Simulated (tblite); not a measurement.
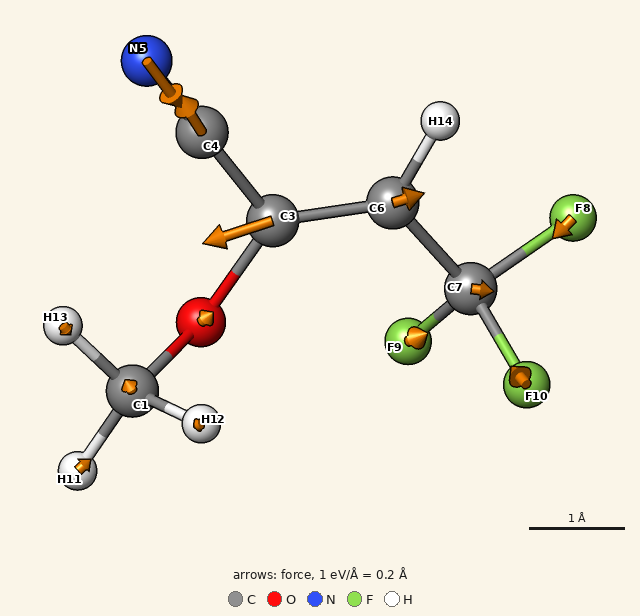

Starting geometry of C$_{5}$H$_{4}$F$_{3}$NO with the computed forces as orange arrows. The picture is a ball-and-stick view, seen at a tilt.

Method: tblite, GFN2-xTB geometry optimisation, gas phase. 

### What follows when this structure is relaxed?

It isn't relaxed: the largest force vector, on a C atom, is 3.95 eV/Å. The final displacements have little in common with the starting forces (cosine between the two patterns 0.12). The atom that moves furthest after the best rigid fit is an H atom (0.94 Å). By element the largest moves are H 0.94 Å, O 0.69 Å, F 0.33 Å, N 0.29 Å, C 0.29 Å. Some distances before and after: C–O 1.404 → 1.337 Å, C–F 1.408 → 1.344 Å, C–F 1.391 → 1.340 Å, C–C 1.301 → 1.347 Å. Among the angles between lasting bonds that change: O–C–H 111.5° → 105.5°, O–C–C 114.8° → 120.1°, C–O–C 113.7° → 117.9°. Groups turn about C–O by about 50°, C–C by about 30°. The energy falls by 13.9 kcal/mol in 89 geometry steps. The run took 0.43 s on 1 thread of Arm Neoverse V2 (shared host).
